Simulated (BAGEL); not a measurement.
# One shape, several levels: doublet [BClF2]+

Aim: a comparison of 5 runs (UHF/STO-3G, UHF/3-21G, ROHF/6-31G*, UHF/6-31G*, ROHF/aug-cc-pVDZ) of doublet [BClF2]+. 

The results are computed with BAGEL 1.2.2.

2 further runs of the same task are left out: 2 set aside as unsound or not needed. Runs told in other sessions of the task aren't counted.

## Step 1: The system as given

[BClF2]+: 4 atoms, total charge +1, spin state doublet. SMILES of the parent species: `FB(F)Cl`. Geometry: relaxed at PBE0-D4/def2-TZVP. That shape belongs to the parent species and isn't relaxed for this state.

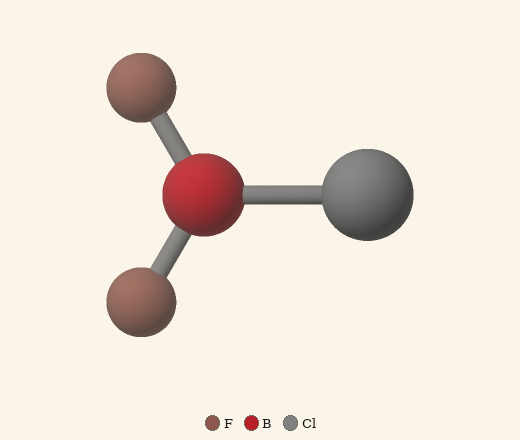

Viewed from a chosen angle; fluorine brown, boron red, chlorine grey.

## Step 2: A single-point energy at UHF/STO-3G (density fitting with qzvpp-jkfit) (run 1)

The input, input.json:

```json
{ "bagel": [

{
  "title": "molecule",
  "basis": "sto-3g",
  "df_basis": "qzvpp-jkfit",
  "angstrom": true,
  "geometry": [
    { "atom": "F", "xyz": [   -0.173700,   -1.254300,   -0.546300 ] },
    { "atom": "B", "xyz": [   -0.067100,   -0.041300,   -0.062000 ] },
    { "atom": "F", "xyz": [   -1.011600,    0.830100,   -0.317700 ] },
    { "atom": "Cl", "xyz": [    1.307900,    0.405300,    0.905700 ] }
  ]
},
{ "title": "uhf", "charge": 1, "nopen": 1 },
{ "title": "print", "file": "orbitals.molden", "orbitals": true }

]}
```

On the command line:

```bash
$ BAGEL_NUM_THREADS=1 BAGEL input.json > input.out
```

Output:

```text
* using 1 threads per process

  ===============================================================
  ===============================================================

  *** Geometry ***

  { "atom" : "F", "xyz" : [     -0.328245,     -2.370283,     -1.032357 ] },
  { "atom" : "B", "xyz" : [     -0.126801,     -0.078046,     -0.117163 ] },
  { "atom" : "F", "xyz" : [     -1.911647,      1.568662,     -0.600366 ] },
  { "atom" : "Cl", "xyz" : [      2.471573,      0.765906,      1.711525 ] },

  Number of auxiliary basis functions:      357

  Since a DF basis is specified, we compute 2- and 3-index integrals:
    o Being stored without compression. Storage requirement is 0.002 GB

  Number of basis functions:       24
  Number of electrons      :       40

    * METHOD: MOLECULE                             0.07

  *** Open-shell HF ***

  === Nuclear Repulsion ===
   142.1363007535

      * DIIS with orbital gradients will be used.

  === UHF iteration (sto-3g) ===
      0       -674.66759885          0.04852271           0.01
      1       -674.77648434          0.01510772           0.02
      2       -674.79355467          0.00760800           0.02
      3       -674.79818711          0.00326892           0.02
      4       -674.80142893          0.00110371           0.02
      5       -674.80150818          0.00035241           0.02
      6       -674.80155365          0.00005389           0.01
      7       -674.80155642          0.00002728           0.02
      8       -674.80155691          0.00000288           0.02
      9       -674.80155696          0.00000114           0.02
     10       -674.80155697          0.00000050           0.02
     11       -674.80155697          0.00000014           0.02
     12       -674.80155697          0.00000009           0.01
     13       -674.80155697          0.00000005           0.02
     14       -674.80155697          0.00000003           0.02
     15       -674.80155697          0.00000002           0.02
     16       -674.80155697          0.00000001           0.02
     17       -674.80155697          0.00000001           0.02
    * SCF iteration converged.

    * S^2 (UHF) is 0.7514

    * Permanent dipole moment:
           (   -0.783140,    -0.254632,    -0.551399) a.u.

    * METHOD: UHF                                  0.35

    * METHOD: PRINT                                0.00

  ===============================================================
```

Run time: 0.58 s. Hardware: 1 thread of Arm Neoverse V2, shared host.

## Step 3: The energy at UHF/3-21G (density fitting with qzvpp-jkfit) (run 2)

input.json: that of step 2 with these lines changed.

```diff
@@ -4,3 +4,3 @@
   "title": "molecule",
-  "basis": "sto-3g",
+  "basis": "3-21g",
   "df_basis": "qzvpp-jkfit",
@@ -14,4 +14,12 @@
 },
-{ "title": "uhf", "charge": 1, "nopen": 1 },
-{ "title": "print", "file": "orbitals.molden", "orbitals": true }
+{
+  "title": "uhf",
+  "charge": 1,
+  "nopen": 1
+},
+{
+  "title": "print",
+  "file": "orbitals.molden",
+  "orbitals": true
+}
```

On the command line:

```bash
$ BAGEL_NUM_THREADS=1 BAGEL input.json > input.out
```

Output:

```text
* using 1 threads per process

  ===============================================================
  ===============================================================

  *** Geometry ***

  { "atom" : "F", "xyz" : [     -0.328245,     -2.370283,     -1.032357 ] },
  { "atom" : "B", "xyz" : [     -0.126801,     -0.078046,     -0.117163 ] },
  { "atom" : "F", "xyz" : [     -1.911647,      1.568662,     -0.600366 ] },
  { "atom" : "Cl", "xyz" : [      2.471573,      0.765906,      1.711525 ] },

  Number of auxiliary basis functions:      357

  Since a DF basis is specified, we compute 2- and 3-index integrals:
    o Being stored without compression. Storage requirement is 0.005 GB

  Number of basis functions:       40
  Number of electrons      :       40

    * METHOD: MOLECULE                             0.07

  *** Open-shell HF ***

  === Nuclear Repulsion ===
   142.1363007535

      * DIIS with orbital gradients will be used.

  === UHF iteration (3-21g) ===
      0       -679.18751026          0.06930814           0.03
      1       -679.31687306          0.04364419           0.03
      2       -679.34831266          0.02686510           0.03
      3       -679.36545314          0.00102601           0.03
      4       -679.36562691          0.00024400           0.03
      5       -679.36564414          0.00007704           0.03
      6       -679.36564711          0.00001570           0.03
      7       -679.36564743          0.00000365           0.03
      8       -679.36564749          0.00000157           0.03
      9       -679.36564751          0.00000066           0.03
     10       -679.36564751          0.00000029           0.03
     11       -679.36564751          0.00000009           0.03
     12       -679.36564751          0.00000003           0.03
     13       -679.36564751          0.00000002           0.03
     14       -679.36564751          0.00000001           0.03
    * SCF iteration converged.

    * S^2 (UHF) is 0.7519

    * Permanent dipole moment:
           (   -1.264377,    -0.411014,    -0.890166) a.u.

    * METHOD: UHF                                  0.51

    * METHOD: PRINT                                0.00

  ===============================================================
```

Wall time 0.74 s (1 thread of Arm Neoverse V2, shared host).

## Step 4: The energy at ROHF/6-31G(d) (density fitting with qzvpp-jkfit, spherical functions) (run 3)

The input, input.json:

```json
{ "bagel" : [

{
  "title" : "molecule",
  "basis" : "6-31gs.json",
  "df_basis" : "qzvpp-jkfit",
  "angstrom" : true,
  "geometry" : [
    { "atom" : "F", "xyz" : [      -0.173700,      -1.254300,      -0.546300 ] },
    { "atom" : "B", "xyz" : [      -0.067100,      -0.041300,      -0.062000 ] },
    { "atom" : "F", "xyz" : [      -1.011600,       0.830100,      -0.317700 ] },
    { "atom" : "Cl", "xyz" : [       1.307900,       0.405300,       0.905700 ] }
  ]
},

{ "title" : "rohf", "charge" : 1, "nopen" : 1 },

{ "title" : "print", "file" : "orbitals.molden", "orbitals" : true }

]}
```

The basis set 6-31G* is read from a file made from the Basis Set Exchange's data (not shown).

On the command line:

```bash
$ BAGEL_NUM_THREADS=1 BAGEL input.json > input.out
```

Output:

```text
* using 1 threads per process

  ===============================================================
  ===============================================================

  *** Geometry ***

  { "atom" : "F", "xyz" : [     -0.328245,     -2.370283,     -1.032357 ] },
  { "atom" : "B", "xyz" : [     -0.126801,     -0.078046,     -0.117163 ] },
  { "atom" : "F", "xyz" : [     -1.911647,      1.568662,     -0.600366 ] },
  { "atom" : "Cl", "xyz" : [      2.471573,      0.765906,      1.711525 ] },

  Number of auxiliary basis functions:      357

  Since a DF basis is specified, we compute 2- and 3-index integrals:
    o Being stored without compression. Storage requirement is 0.010 GB

  Number of basis functions:       60
  Number of electrons      :       40

    * METHOD: MOLECULE                             0.09

  *** Open-shell HF ***

  === Nuclear Repulsion ===
   142.1363007535

      * DIIS with orbital gradients will be used.

  === ROHF iteration (6-31gs.json) ===
      0       -682.55477166          0.05662618           0.05
      1       -682.69099277          0.03695580           0.05
      2       -682.73640582          0.02330494           0.05
      3       -682.76592345          0.00098096           0.05
      4       -682.76612618          0.00022137           0.05
      5       -682.76615370          0.00007015           0.05
      6       -682.76615728          0.00000948           0.05
      7       -682.76615857          0.00000264           0.05
      8       -682.76615857          0.00000071           0.05
      9       -682.76615856          0.00000023           0.05
     10       -682.76615855          0.00000009           0.05
     11       -682.76615855          0.00000002           0.05
     12       -682.76615855          0.00000001           0.05
    * SCF iteration converged.

    * S^2 (ROHF) is 0.7500

    * Permanent dipole moment:
           (   -1.375936,    -0.447289,    -0.968680) a.u.

    * METHOD: ROHF                                 0.72

    * METHOD: PRINT                                0.01

  ===============================================================
```

Wall time 0.98 s (1 thread of Arm Neoverse V2, shared host).

Run 4 isn't shown in full; the table further down has it.

## Step 5: The energy at ROHF/aug-cc-pVDZ (density fitting with qzvpp-jkfit) (run 5)

The input, job.json:

```json
{ "bagel" : [

{
  "title" : "molecule",
  "basis" : "aug-cc-pvdz.json",
  "df_basis" : "qzvpp-jkfit",
  "angstrom" : true,
  "geometry" : [
    { "atom" : "F", "xyz" : [   -0.173700,   -1.254300,   -0.546300 ] },
    { "atom" : "B", "xyz" : [   -0.067100,   -0.041300,   -0.062000 ] },
    { "atom" : "F", "xyz" : [   -1.011600,    0.830100,   -0.317700 ] },
    { "atom" : "Cl", "xyz" : [    1.307900,    0.405300,    0.905700 ] }
  ]
},
{
  "title" : "rohf",
  "charge" : 1,
  "nopen" : 1
},
{
  "title" : "print",
  "file" : "orbitals.molden",
  "orbitals" : true
}

]}
```

The basis set aug-cc-pVDZ is read from a file made from the Basis Set Exchange's data (not shown).

On the command line:

```bash
$ BAGEL_NUM_THREADS=1 BAGEL job.json > job.out
```

Output:

```text
* using 1 threads per process

  ===============================================================
  ===============================================================

  *** Geometry ***

  { "atom" : "F", "xyz" : [     -0.328245,     -2.370283,     -1.032357 ] },
  { "atom" : "B", "xyz" : [     -0.126801,     -0.078046,     -0.117163 ] },
  { "atom" : "F", "xyz" : [     -1.911647,      1.568662,     -0.600366 ] },
  { "atom" : "Cl", "xyz" : [      2.471573,      0.765906,      1.711525 ] },

  Number of auxiliary basis functions:      357

  Since a DF basis is specified, we compute 2- and 3-index integrals:
    o Being stored without compression. Storage requirement is 0.026 GB

  Number of basis functions:       96
  Number of electrons      :       40

    * METHOD: MOLECULE                             0.11

  *** Open-shell HF ***

  === Nuclear Repulsion ===
   142.1363007535

      * DIIS with orbital gradients will be used.

  === ROHF iteration (aug-cc-pvdz.json) ===
      0       -682.51699913          0.03749860           0.08
      1       -682.68987757          0.02898176           0.08
      2       -682.76213053          0.01709942           0.08
      3       -682.81213718          0.00127568           0.08
      4       -682.81257622          0.00032219           0.08
      5       -682.81262953          0.00009463           0.08
      6       -682.81263662          0.00001900           0.08
      7       -682.81263841          0.00000430           0.08
      8       -682.81263863          0.00000108           0.08
      9       -682.81263861          0.00000045           0.08
     10       -682.81263861          0.00000013           0.08
     11       -682.81263860          0.00000004           0.08
     12       -682.81263860          0.00000002           0.08
     13       -682.81263860          0.00000001           0.08
    * SCF iteration converged.

    * S^2 (ROHF) is 0.7500

    * Permanent dipole moment:
           (   -1.423350,    -0.462688,    -1.002041) a.u.

    * METHOD: ROHF                                 1.21

    * METHOD: PRINT                                0.02

  ===============================================================
```

It took 1.5 s on 1 thread of Arm Neoverse V2, shared host.

## Step 6: All runs side by side

```
run                                                                level  energy (Eh)   ⟨S²⟩  wall time
  1                        UHF/STO-3G (density fitting with qzvpp-jkfit)  -674.801557  0.751     0.58 s
  2                         UHF/3-21G (density fitting with qzvpp-jkfit)  -679.365648  0.752     0.74 s
  3  ROHF/6-31G* (density fitting with qzvpp-jkfit, spherical functions)  -682.766159  0.750     0.98 s
  4   UHF/6-31G* (density fitting with qzvpp-jkfit, spherical functions)  -682.770670  0.757        1 s
  5                  ROHF/aug-cc-pVDZ (density fitting with qzvpp-jkfit)  -682.812639  0.750      1.5 s
```

## Step 7: Outcome

| quantity | value |
| --- | --- |
| run 5: total energy | -682.81264 Eh |
| run 5: ⟨S²⟩ | 0.750 |

In words: In run 1 the basis is minimal, so the values are rough. All runs together took 4.8 s, the longest 1.5 s.
